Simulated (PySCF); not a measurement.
**CH4F2Si: density, localisation and related maps**

```xyz
8

F    -1.3878    1.0370   -0.7630
C    -0.9361    0.0261    0.0330
F    -1.4352   -1.1247   -0.5019
Si    1.0010   -0.0149    0.0435
H    -1.4215    0.1548    1.0111
H     1.3583   -1.1490    0.8911
H     1.4123    1.2694    0.6036
H     1.4180   -0.1893   -1.3420
```

Geometry: GFN2-xTB.

Method: PBE0/def2-SVPD, SCF density, gas phase (PySCF 2.14.0).

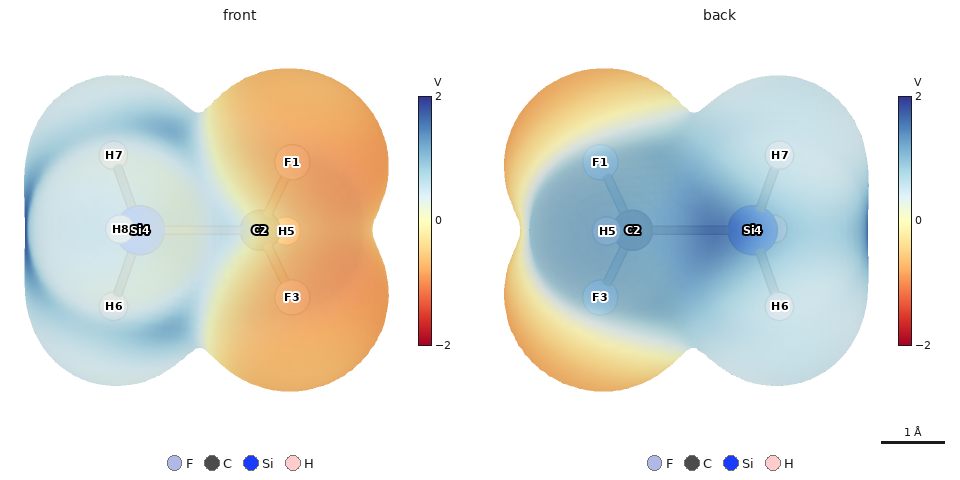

Figure 1. The molecular electrostatic potential painted on the density surface at 0.002 e/bohr³, seen from the front and from behind; red is negative and blue positive.

> Which sites attract a positive test charge, and which a negative one?

A positive charge is drawn to the negative regions and a negative charge to the positive ones. The most negative region (about −0.9 V) lies over F1 and F3, the most positive (about +1.7 V) over Si4.

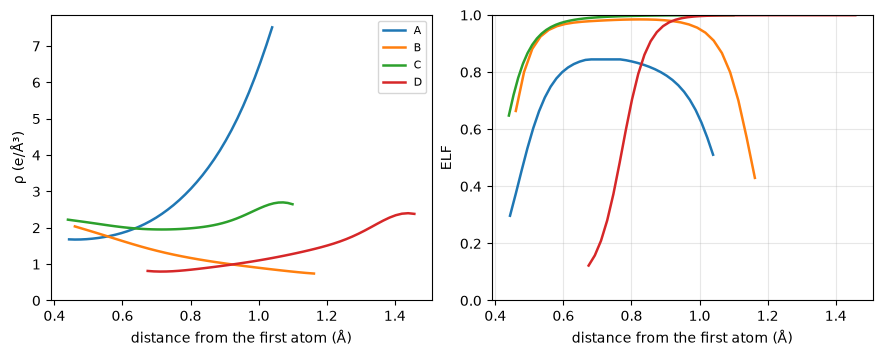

Figure 2. Total electron density and ELF along straight lines between neighbouring atoms. The curves leave out the atomic cores.

> Which curve belongs to which contact (C–F, C–H, C–Si and Si–H)? The first atom named is at distance zero.

Curve A: C–F (1.36 Å): the density is about 2.2 e/Å³ at the midpoint, with its minimum of 1.7 e/Å³ about 0.5 Å from C; the ELF peaks at about 0.85 between the atoms, as expected for a shared but strongly polarised pair. Curve B: C–Si (1.94 Å): ρ is about 0.94 e/Å³ halfway; the ELF peaks at about 1 between the atoms (localised, covalent bonding). Curve C: C–H (1.10 Å): the density is about 2.1 e/Å³ at the midpoint; the ELF climbs to about 1 towards the hydrogen, as it does in any bond to H: a covalent bond by its length. Curve D: Si–H (1.46 Å): the density is about 0.8 e/Å³ at the midpoint; the ELF climbs to about 1 towards the hydrogen.
